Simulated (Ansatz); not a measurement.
# Ta: rattled cells

Aim: for Ta, compute energies and forces of randomly disturbed cells.

Computed with Ansatz 0.2.0 (DFT PBEsol, scalar-relativistic, plane waves, PAW, unless a step's input says otherwise).

**1. The starting structure**

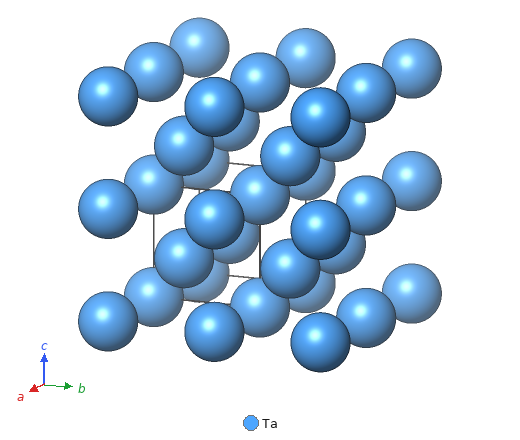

Start, viewed slightly off an axis; tantalum blue. 2×2×2 cells are drawn. Atoms on the faces are drawn again on the opposite ones. The cell drawn here is the conventional one.

Structure file:

```
CELL_PARAMETERS angstrom
-1.65128 1.65128 1.65128
1.65128 -1.65128 1.65128
1.65128 1.65128 -1.65128
ATOMIC_POSITIONS crystal
Ta 0.00000 0.00000 0.00000
```

The structure comes from the Crystallography Open Database.

**2. A first look at the start**

input.yaml reads:

```yaml
crystal:
  lattice:
    - [-1.65128, 1.65128, 1.65128]
    - [1.65128, -1.65128, 1.65128]
    - [1.65128, 1.65128, -1.65128]
  atoms:
    - { symbol: Ta, position: [0.0, 0.0, 0.0] }
basis:
  ecutwfc: 420
kpoints:
  mp_grid: { grid: [8, 8, 8] }
hamiltonian:
  xc: pbesol
scf:
  occupations: { method: gaussian, width: 0.1 }
output:
  forces: true
  stress: true
  eigenvalues: true
```

The run is started by

```sh
$ ansatz run input.yaml --threads 2 --pin off --max-ram 5120MiB --backend cpu --events-out ev --progress --plain --runs-dir out
```

What it wrote, shortened:

```text
Warning: RAYON_NUM_THREADS=2 ignored (pool sized by the plan → 2); use --threads N
[...]
Pseudopotentials: kind: paw
Pseudopotential: Ta, paw, valence charge 13, recommended cutoff 420 eV (normal), Ta.paw.azcp
Functional definition: PBEsol
[...]
Crystal: 1 atoms, lattice volume = 18.010 Å³
Basis set: ecut = 420 eV, 369 PW (Γ), exchange–correlation on 40×40×40 points (8 copies of the dense FFT grid, shifted against one another)
Bands: 11, of which v1, the nominal top of the filled ones, is band 7 counted from 1 (6 counted from 0)
Symmetry: 48 space group operations
Space group: Im-3m (ITA 229), of the structure as read, at distance tolerance 2.6e-5 Å
k-points: 29 of 512
[...]
SCF iter   1: F=—  HF=-9806.522884 eV  |F-HF|=—  |Δ(HF+E_count)|=         —  Δρ=3.40e-3  dr2=1.01e-3  ethr=1.77e-3  ⟨swp⟩=5.1  Hψ=1790  notcnv=0
[...]
SCF iter   6: F=-9806.522426 eV  HF=-9806.522426 eV  |F-HF|=1.33e-10  |Δ(HF+E_count)|=  2.38e-10  Δρ=9.99e-7  dr2=1.58e-10  ethr=8.79e-12  ⟨swp⟩=2.1  Hψ=1064  notcnv=0
[...]
SCF converged after 6 iterations
Free energy (F): -9806.522426 eV
[...]
E sigma→0 (E₀):  -9806.520595 eV
Entropy (-TS):   -0.003662 eV (-3.662 meV/atom)
Fermi energy:    18.485286 eV
[...]
--- Forces (eV/Å), atoms counted from 1 ---
  atom   1  Ta     0.00000000     0.00000000     0.00000000
[...]
--- Stress (GPa, compression-positive) ---
       -5.870292      -0.000000       0.000000
       -0.000000      -5.870292      -0.000000
       -0.000000       0.000000      -5.870292
  P = ⅓ Tr σ = -5.8703 GPa (-58.703 kbar)
--- Band table (eV; the first three rows and the last of 29) ---
  k-point 0: bands = ["-48.5395", "-14.4833", "-14.4833", "-14.4833", "10.5630", "19.2093", "19.2093", "19.2093", "22.4765", "22.4765", "33.1069"]
[...]
```

Run time: 0.85 s. Hardware: 2 threads of Intel Xeon Platinum 8259CL at 2.50GHz (Skylake/Cascade Lake), shared host; peak memory 0.32 GiB.

No relaxation comes first: the listed cell is the starting point.

**3. The reference: the undisturbed cell on the scan's mesh**

input.yaml reads:

```yaml
crystal:
  lattice:
    - [-3.30256, -3.30256, 3.30256]
    - [-3.30256, 3.30256, -3.30256]
    - [3.30256, -3.30256, -3.30256]
  atoms:
    - { symbol: Ta, position: [0.5, 0.5, 0.5] }
    - { symbol: Ta, position: [0.0, 0.5, 0.5] }
    - { symbol: Ta, position: [0.5, 0.0, 0.5] }
    - { symbol: Ta, position: [0.0, 0.0, 0.5] }
    - { symbol: Ta, position: [0.5, 0.5, 0.0] }
    - { symbol: Ta, position: [0.0, 0.5, 0.0] }
    - { symbol: Ta, position: [0.5, 0.0, 0.0] }
    - { symbol: Ta, position: [0.0, 0.0, 0.0] }
basis:
  ecutwfc: 420
kpoints:
  mp_grid: { grid: [10, 10, 10] }
hamiltonian:
  xc: pbesol
scf:
  occupations: { method: gaussian, width: 0.15 }
output:
  forces: true
  stress: true
  eigenvalues: true
  write_density: true
  write_potential: true
  elf: true
  volumetric_format: npy
```

The run is started by

```sh
$ ansatz run input.yaml --threads 2 --pin off --max-ram 5120MiB --backend cpu --events-out ev --progress --plain --runs-dir out
```

What it wrote, shortened:

```text
Warning: RAYON_NUM_THREADS=2 ignored (pool sized by the plan → 2); use --threads N
[...]
[... 3 set-up lines as earlier in the session ...]
[...]
Crystal: 8 atoms, lattice volume = 144.083 Å³
Basis set: ecut = 420 eV, 2779 PW (Γ), exchange–correlation on 80×80×80 points (8 copies of the dense FFT grid, shifted against one another)
Bands: 63, of which v1, the nominal top of the filled ones, is band 52 counted from 1 (51 counted from 0)
Symmetry: 384 space group operations
Space group: Im-3m (ITA 229), of the structure as read, at distance tolerance 5.2e-5 Å
k-points: 47 of 1000
[...]
SCF iter   1: F=—  HF=-78452.022346 eV  |F-HF|=—  |Δ(HF+E_count)|=         —  Δρ=2.10e-3  dr2=1.66e-3  ethr=1.77e-3  ⟨swp⟩=4.9  Hψ=11211  notcnv=0
[...]
SCF iter   6: F=-78452.020713 eV  HF=-78452.020713 eV  |F-HF|=1.46e-11  |Δ(HF+E_count)|=  1.60e-10  Δρ=2.87e-7  dr2=4.69e-11  ethr=3.42e-12  ⟨swp⟩=10.6  Hψ=17183  notcnv=0
[...]
SCF converged after 6 iterations
Free energy (F): -78452.020713 eV
[...]
E sigma→0 (E₀):  -78451.963044 eV
Entropy (-TS):   -0.115338 eV (-14.417 meV/atom)
Fermi energy:    18.459278 eV
[...]
--- Forces (eV/Å), atoms counted from 1 ---
  atom   1  Ta    -0.00000000    -0.00000000     0.00000000
  atom   2  Ta    -0.00000000     0.00000000     0.00000000
  atom   3  Ta    -0.00000000     0.00000000    -0.00000000
  atom   4  Ta    -0.00000000     0.00000000     0.00000000
  atom   5  Ta    -0.00000000     0.00000000     0.00000000
  atom   6  Ta    -0.00000000     0.00000000     0.00000000
  atom   7  Ta    -0.00000000     0.00000000    -0.00000000
  atom   8  Ta    -0.00000000     0.00000000    -0.00000000
[...]
--- Stress (GPa, compression-positive) ---
       -3.777607       0.000000       0.000000
        0.000000      -3.777607       0.000000
       -0.000000       0.000000      -3.777607
  P = ⅓ Tr σ = -3.7776 GPa (-37.776 kbar)
--- Band table (eV; the first three rows and the last of 47) ---
[...]
```

Run time: 20 s. Hardware: 2 threads of Intel Xeon Platinum 8259CL at 2.50GHz (Skylake/Cascade Lake), shared host; peak memory 0.68 GiB.

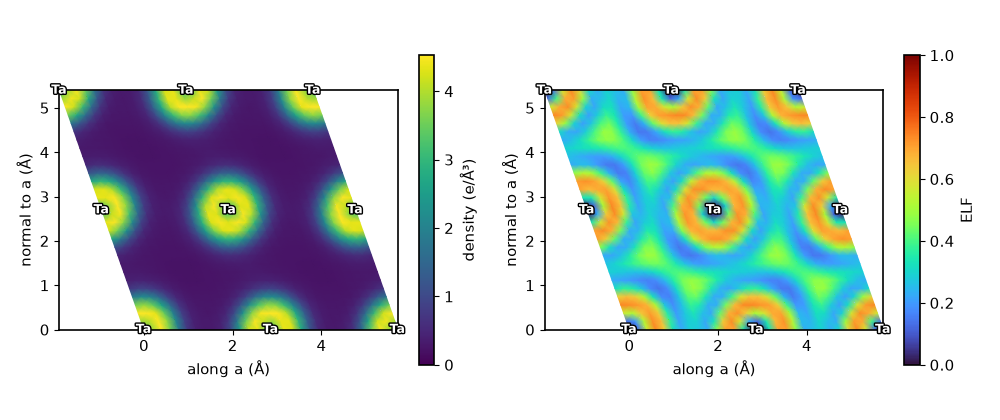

Density (left) and ELF (right) in a lattice plane of the grid's cell (edges 5.72 and 5.72 Å, at 0.000 of the third edge), which holds Ta. Only atoms in the plane are labelled. Both are smooth fields of the valence electrons: close to the nuclei they are not physical.

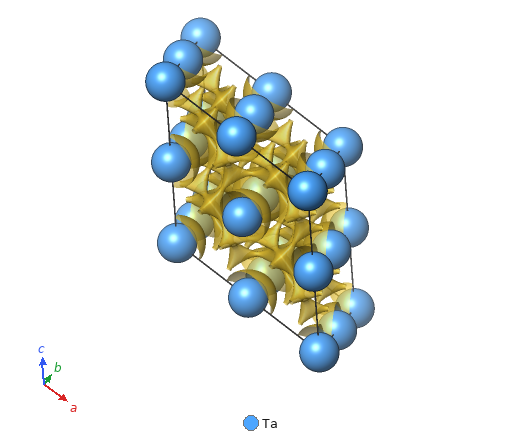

Surface of ELF = 0.49, drawn in one cell.

Maxima of ELF outside the ion cores: 0.55 between the atoms, 1.8 Å from Ta.

The cell is repeated 8 times, 8 atoms in all. Reference values: F = -78452.0207 eV; pressure -3.78 GPa; largest force 0.000 eV/Å; gap on the mesh none (metal).

**4. The scan: rattled cells**

All atoms are moved at random with no net shift, in some cells together with a random strain.

**5. Point rms move = 0.257 Å**

input.yaml reads:

```yaml
crystal:
  lattice:
    - [-3.2649332197, -3.1030088146, 3.4223154609]
    - [-2.7858994368, 3.0069010842, -3.0393894084]
    - [3.1688254893, -3.355466554, -3.7708809307]
  atoms:
    - { symbol: Ta, position: [0.4864761514, 0.4881275023, 0.5623190217] }
    - { symbol: Ta, position: [-0.002330998, 0.5167023864, 0.5044184862] }
    - { symbol: Ta, position: [0.5644467683, 0.0298358529, 0.5231909864] }
    - { symbol: Ta, position: [0.0016187758, 0.0187827401, 0.4940791568] }
    - { symbol: Ta, position: [0.5378537536, 0.5201854902, -0.0050203604] }
    - { symbol: Ta, position: [-0.0353341559, 0.4549313416, 0.007182206] }
    - { symbol: Ta, position: [0.4847749772, -0.0001267821, -0.0238230918] }
    - { symbol: Ta, position: [-0.0375052725, -0.0284385314, -0.0623464047] }
basis:
  ecutwfc: 420
kpoints:
  mp_grid: { grid: [10, 10, 10] }
hamiltonian:
  xc: pbesol
scf:
  occupations: { method: gaussian, width: 0.15 }
output:
  forces: true
  stress: true
  eigenvalues: true
  write_density: true
  write_potential: true
  elf: true
  volumetric_format: npy
```

The run is started by

```sh
$ ansatz run input.yaml --threads 2 --pin off --max-ram 5120MiB --backend cpu --events-out ev --progress --plain --runs-dir out
```

What it wrote, shortened:

```text
Warning: RAYON_NUM_THREADS=2 ignored (pool sized by the plan → 2); use --threads N
[...]
[... 3 set-up lines as earlier in the session ...]
[...]
Crystal: 8 atoms, lattice volume = 132.184 Å³
Basis set: ecut = 420 eV, 2597 PW (Γ), exchange–correlation on 80×72×80 points (8 copies of the dense FFT grid, shifted against one another)
Bands: 63, of which v1, the nominal top of the filled ones, is band 52 counted from 1 (51 counted from 0)
Symmetry: 1 space group operations
Space group: P1 (ITA 1), of the structure as read, at distance tolerance 5.1e-5 Å
k-points: 504 of 1000 (time reversal used)
[...]
SCF iter   1: F=—  HF=-78446.246673 eV  |F-HF|=—  |Δ(HF+E_count)|=         —  Δρ=1.05e-2  dr2=2.59e-1  ethr=1.77e-3  ⟨swp⟩=5.5  Hψ=124854  notcnv=0
[...]
SCF iter   8: F=-78446.188256 eV  HF=-78446.188256 eV  |F-HF|=1.21e-8  |Δ(HF+E_count)|=   3.11e-8  Δρ=2.18e-6  dr2=1.48e-8  ethr=9.62e-11  ⟨swp⟩=14.8  Hψ=204625  notcnv=0
[...]
SCF converged after 8 iterations
Free energy (F): -78446.188256 eV
[...]
E sigma→0 (E₀):  -78446.148227 eV
Entropy (-TS):   -0.080058 eV (-10.007 meV/atom)
Fermi energy:    20.657790 eV
[...]
--- Forces (eV/Å), atoms counted from 1 ---
  atom   1  Ta    -3.14738777     4.63858804     3.97908330
  atom   2  Ta     0.76774972     0.66643230    -0.42490050
  atom   3  Ta     3.83770866     3.05531495     1.17497575
  atom   4  Ta    -0.46121241    -0.50286199     1.99935684
  atom   5  Ta     3.74351854    -0.65572249    -4.43925042
  atom   6  Ta    -5.62887657    -1.09469009    -1.22397785
  atom   7  Ta     1.24666922    -1.68869734    -0.38007132
  atom   8  Ta    -0.35819787    -4.41838149    -0.68521336
[...]
--- Stress (GPa, compression-positive) ---
       39.423279      -3.466771      10.578578
       -3.466771      33.086982      -9.004459
       10.578578      -9.004459      28.014003
  P = ⅓ Tr σ = 33.5081 GPa (335.081 kbar)
--- Band table (eV; the first three rows and the last of 504) ---
[...]
```

It took 5.3 min on 2 threads of Intel Xeon Platinum 8259CL at 2.50GHz (Skylake/Cascade Lake), shared host; peak memory 2.7 GiB.

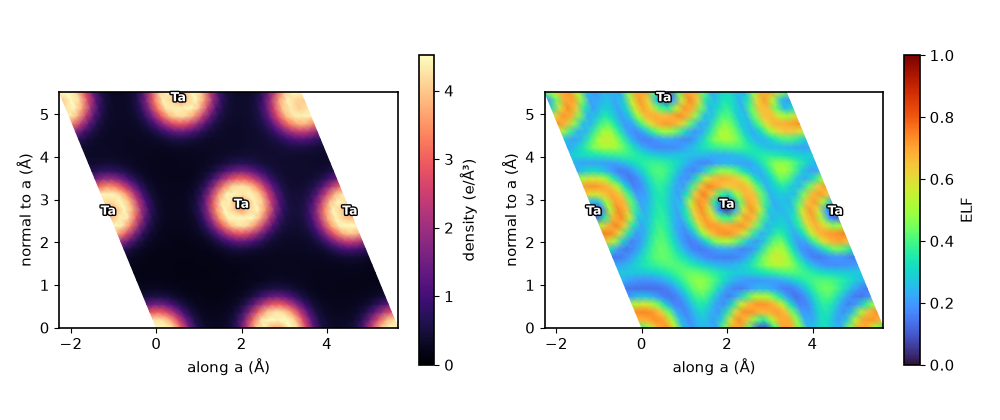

Density (left) and ELF (right) in a lattice plane of the grid's cell (edges 5.66 and 5.96 Å, at 0.019 of the third edge), which holds Ta. Only atoms in the plane are labelled. Both are smooth fields of the valence electrons: close to the nuclei they are not physical.

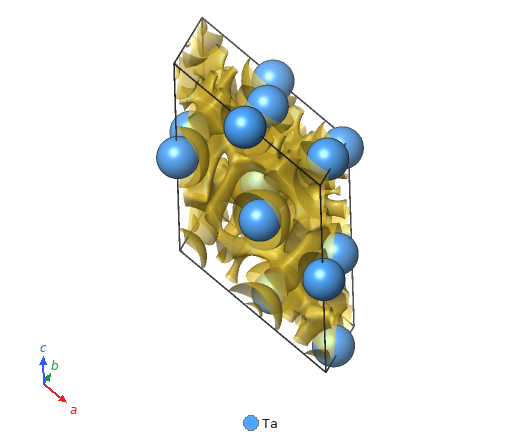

Surface of ELF = 0.42, drawn in one cell.

Outside the cores ELF peaks at 0.62 between the atoms, 1.7 Å from Ta; 0.48 on the Ta–Ta line, 1.6 Å from Ta.

**6. rms move = 0.230 Å**

input.yaml reads:

```yaml
crystal:
  lattice:
    - [-3.3464177234, -3.5247180042, 3.198007111]
    - [-3.2850552613, 3.2467205962, -3.4146420568]
    - [3.0684203155, -3.135566073, -3.0868525878]
  atoms:
    - { symbol: Ta, position: [0.4998558529, 0.5276772662, 0.5178493195] }
    - { symbol: Ta, position: [0.0196358092, 0.5010837812, 0.5126441774] }
    - { symbol: Ta, position: [0.4619385354, -0.0399217654, 0.4282382381] }
    - { symbol: Ta, position: [0.012093617, -0.0265719885, 0.4974708102] }
    - { symbol: Ta, position: [0.4632081682, 0.5212627784, -0.0234231215] }
    - { symbol: Ta, position: [0.0248261038, 0.4841146864, 0.0201690577] }
    - { symbol: Ta, position: [0.4907219279, -0.0257709091, 0.0081888992] }
    - { symbol: Ta, position: [0.0277199854, 0.0581261508, 0.0388626193] }
basis:
  ecutwfc: 420
kpoints:
  mp_grid: { grid: [10, 10, 10] }
hamiltonian:
  xc: pbesol
scf:
  occupations: { method: gaussian, width: 0.15 }
output:
  forces: true
  stress: true
  eigenvalues: true
```

The run is started by

```sh
$ ansatz run input.yaml --threads 2 --pin off --max-ram 5120MiB --backend cpu --events-out ev --progress --plain --runs-dir out
```

What it wrote, shortened:

```text
[...]
SCF converged after 8 iterations
Free energy (F): -78448.254300 eV
[...]
E sigma→0 (E₀):  -78448.205346 eV
Entropy (-TS):   -0.097907 eV (-12.238 meV/atom)
Fermi energy:    18.803528 eV
[...]
--- Forces (eV/Å), atoms counted from 1 ---
  atom   1  Ta    -1.15593737    -0.31238117     1.97698531
  atom   2  Ta     1.32229046     0.82585318    -0.07357049
  atom   3  Ta     0.67030796    -3.86536310    -4.46210725
  atom   4  Ta     0.14889936     1.33954599    -1.57453859
  atom   5  Ta     1.33906570    -4.68387232     2.37999811
  atom   6  Ta     0.04315949     4.01461806    -1.87798073
  atom   7  Ta    -4.88408211     3.68957931     0.28526703
  atom   8  Ta     2.51629448    -1.00795043     3.34598172
[...]
--- Stress (GPa, compression-positive) ---
        9.842092      -9.885395      -4.840290
       -9.885395       7.737553       1.734878
       -4.840290       1.734878      14.029271
  P = ⅓ Tr σ = 10.5363 GPa (105.363 kbar)
--- Band table (eV; the first three rows and the last of 504) ---
[...]
```

Run time: 4.5 min. Hardware: 2 threads of Intel Xeon Platinum 8259CL at 2.50GHz (Skylake/Cascade Lake), shared host; peak memory 2.8 GiB.

**7. rms move = 0.172 Å**

input.yaml reads:

```yaml
crystal:
  lattice:
    - [-3.30256, -3.30256, 3.30256]
    - [-3.30256, 3.30256, -3.30256]
    - [3.30256, -3.30256, -3.30256]
  atoms:
    - { symbol: Ta, position: [0.4882596944, 0.4793872999, 0.4834525537] }
    - { symbol: Ta, position: [-0.0205859353, 0.5028754645, 0.491356437] }
    - { symbol: Ta, position: [0.5230046479, 0.0230615824, 0.511521481] }
    - { symbol: Ta, position: [0.0132720967, -0.0397210584, 0.5095172728] }
    - { symbol: Ta, position: [0.4906668584, 0.4838212061, -0.0159154125] }
    - { symbol: Ta, position: [-0.0208475743, 0.4871561252, -0.0135748794] }
    - { symbol: Ta, position: [0.5019332604, 0.0265621613, 0.0393491795] }
    - { symbol: Ta, position: [0.0242969518, 0.0368572191, -0.0057066321] }
basis:
  ecutwfc: 420
kpoints:
  mp_grid: { grid: [10, 10, 10] }
hamiltonian:
  xc: pbesol
scf:
  occupations: { method: gaussian, width: 0.15 }
output:
  forces: true
  stress: true
  eigenvalues: true
```

The run is started by

```sh
$ ansatz run input.yaml --threads 2 --pin off --max-ram 5120MiB --backend cpu --events-out ev --progress --plain --runs-dir out
```

What it wrote, shortened:

```text
Warning: RAYON_NUM_THREADS=2 ignored (pool sized by the plan → 2); use --threads N
[...]
[... 3 set-up lines as earlier in the session ...]
[...]
Crystal: 8 atoms, lattice volume = 144.083 Å³
Basis set: ecut = 420 eV, 2779 PW (Γ), exchange–correlation on 80×80×80 points (8 copies of the dense FFT grid, shifted against one another)
Bands: 63, of which v1, the nominal top of the filled ones, is band 52 counted from 1 (51 counted from 0)
[... 1 set-up line as earlier in the session ...]
Space group: P1 (ITA 1), of the structure as read, at distance tolerance 5.2e-5 Å
k-points: 504 of 1000 (time reversal used)
[...]
SCF iter   1: F=—  HF=-78450.430533 eV  |F-HF|=—  |Δ(HF+E_count)|=         —  Δρ=4.38e-3  dr2=3.48e-2  ethr=1.77e-3  ⟨swp⟩=5.4  Hψ=124295  notcnv=0
[...]
SCF iter   7: F=-78450.422956 eV  HF=-78450.422956 eV  |F-HF|=2.94e-8  |Δ(HF+E_count)|=   5.32e-8  Δρ=4.17e-6  dr2=4.01e-8  ethr=9.62e-11  ⟨swp⟩=10.8  Hψ=120380  notcnv=0
[...]
SCF converged after 7 iterations
Free energy (F): -78450.422956 eV
[...]
E sigma→0 (E₀):  -78450.369721 eV
Entropy (-TS):   -0.106471 eV (-13.309 meV/atom)
Fermi energy:    18.569028 eV
[...]
--- Forces (eV/Å), atoms counted from 1 ---
  atom   1  Ta    -1.04427533    -0.19677824    -1.23550106
  atom   2  Ta     0.40636572    -2.09632744     1.23496530
  atom   3  Ta     1.79148368    -0.24677858     0.55967263
  atom   4  Ta    -2.21689201     2.88317393    -1.49073877
  atom   5  Ta     0.04603264    -0.11472207    -0.88045776
  atom   6  Ta    -1.48855398    -0.71412886    -1.09655174
  atom   7  Ta    -0.53256495     0.85761092     2.82227070
  atom   8  Ta     3.03844925    -0.37207450     0.08630637
[...]
--- Stress (GPa, compression-positive) ---
        1.912902      -0.023509       1.067486
       -0.023509       1.992622       0.812319
        1.067486       0.812319       2.624349
  P = ⅓ Tr σ = 2.1766 GPa (21.766 kbar)
--- Band table (eV; the first three rows and the last of 504) ---
[...]
```

Run time: 3.8 min. Hardware: 2 threads of Intel Xeon Platinum 8259CL at 2.50GHz (Skylake/Cascade Lake), shared host; peak memory 2.8 GiB.

**8. Point rms move = 0.211 Å**

input.yaml reads:

```yaml
crystal:
  lattice:
    - [-3.5880682609, -3.2571561017, 3.5630882955]
    - [-3.3590855545, 2.9675498988, -3.6237117919]
    - [3.2984620581, -3.0233730111, -3.6189114078]
  atoms:
    - { symbol: Ta, position: [0.5083398187, 0.51594407, 0.5043987064] }
    - { symbol: Ta, position: [0.0163251639, 0.526105387, 0.5441297893] }
    - { symbol: Ta, position: [0.4909433288, -0.0005868171, 0.5140587828] }
    - { symbol: Ta, position: [0.0531391688, 0.0161559883, 0.5026775816] }
    - { symbol: Ta, position: [0.4751456194, 0.483921676, -0.026161347] }
    - { symbol: Ta, position: [0.0138075731, 0.4707818718, -0.0333478298] }
    - { symbol: Ta, position: [0.441639932, -0.0045989996, -0.0331593512] }
    - { symbol: Ta, position: [0.0006593953, -0.0077231765, 0.0274036678] }
basis:
  ecutwfc: 420
kpoints:
  mp_grid: { grid: [10, 10, 10] }
hamiltonian:
  xc: pbesol
scf:
  occupations: { method: gaussian, width: 0.15 }
output:
  forces: true
  stress: true
  eigenvalues: true
```

The run is started by

```sh
$ ansatz run input.yaml --threads 2 --pin off --max-ram 5120MiB --backend cpu --events-out ev --progress --plain --runs-dir out
```

What it wrote, shortened:

```text
Warning: RAYON_NUM_THREADS=2 ignored (pool sized by the plan → 2); use --threads N
[...]
[... 3 set-up lines as earlier in the session ...]
[...]
Crystal: 8 atoms, lattice volume = 157.679 Å³
Basis set: ecut = 420 eV, 3087 PW (Γ), exchange–correlation on 90×80×80 points (8 copies of the dense FFT grid, shifted against one another)
Bands: 63, of which v1, the nominal top of the filled ones, is band 52 counted from 1 (51 counted from 0)
[... 1 set-up line as earlier in the session ...]
Space group: P1 (ITA 1), of the structure as read, at distance tolerance 5.4e-5 Å
k-points: 504 of 1000 (time reversal used)
[...]
SCF iter   1: F=—  HF=-78448.624132 eV  |F-HF|=—  |Δ(HF+E_count)|=         —  Δρ=5.80e-3  dr2=4.04e-2  ethr=1.77e-3  ⟨swp⟩=5.4  Hψ=124942  notcnv=0
[...]
SCF iter   7: F=-78448.615014 eV  HF=-78448.615014 eV  |F-HF|=3.97e-8  |Δ(HF+E_count)|=   1.60e-7  Δρ=5.98e-6  dr2=7.16e-8  ethr=9.62e-11  ⟨swp⟩=9.4  Hψ=140655  notcnv=0
[...]
SCF converged after 7 iterations
Free energy (F): -78448.615014 eV
[...]
E sigma→0 (E₀):  -78448.563675 eV
Entropy (-TS):   -0.102677 eV (-12.835 meV/atom)
Fermi energy:    16.817250 eV
[...]
--- Forces (eV/Å), atoms counted from 1 ---
  atom   1  Ta     0.75441959    -0.03070773     0.52942533
  atom   2  Ta    -0.59512127     1.77994003     2.49570102
  atom   3  Ta    -1.63360685     0.01400011     1.10559262
  atom   4  Ta     2.38709664     1.06356577    -2.30446394
  atom   5  Ta    -1.35541255    -0.98026036    -0.40728891
  atom   6  Ta     1.49715332    -0.47149998    -3.01651256
  atom   7  Ta    -0.30395319    -2.67508698     0.17680704
  atom   8  Ta    -0.75060710     1.29998298     1.42072810
[...]
--- Stress (GPa, compression-positive) ---
       -9.198367      -4.522821      -2.098020
       -4.522821      -4.342061       0.340064
       -2.098020       0.340065     -12.636255
  P = ⅓ Tr σ = -8.7256 GPa (-87.256 kbar)
--- Band table (eV; the first three rows and the last of 504) ---
[...]
```

Run time: 4.1 min. Hardware: 2 threads of Intel Xeon Platinum 8259CL at 2.50GHz (Skylake/Cascade Lake), shared host; peak memory 3 GiB.

**9. All points together**

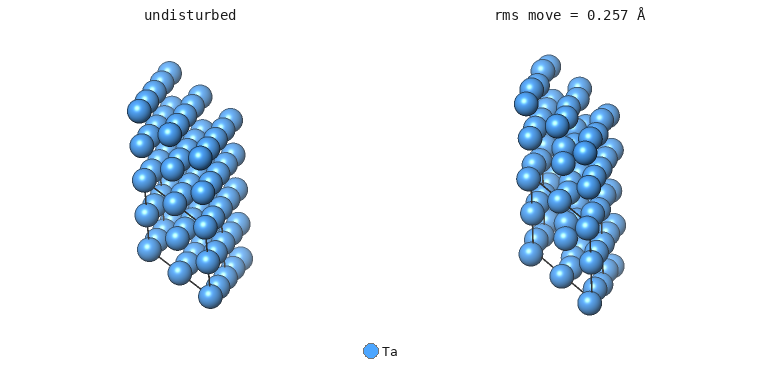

The undisturbed cell and the costliest point of the scan, at one scale, with neighbouring cells.

Collected from the runs (energy zero: the undisturbed cell):

```tsv
rms move (Å)	ΔE (meV/atom)	largest force (eV/Å)	shortest distance (Å)	pressure (GPa)
0.000	0.0	0.00	2.86	-3.8
0.172	199.7	3.93	2.52	2.2
0.211	425.7	3.48	2.52	-8.7
0.230	470.8	6.13	2.33	10.5
0.257	729.1	6.87	2.39	33.5
```

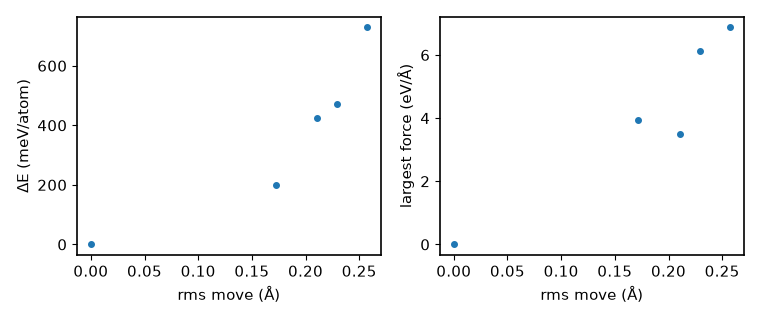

ΔE and largest force along the scan.

**10. Results**

```
      quantity                                     value
costliest cell  729.1 meV/atom at an rms move of 0.257 Å
```

The cost runs from 199.7 to 729.1 meV/atom. Energy over the square of the rms move lies between 6.8 and 11.0 eV/Å² per atom; a harmonic solid under isotropic random moves would keep it roughly constant, while strain and close contacts change it. Spin-orbit coupling is left out for Ta.
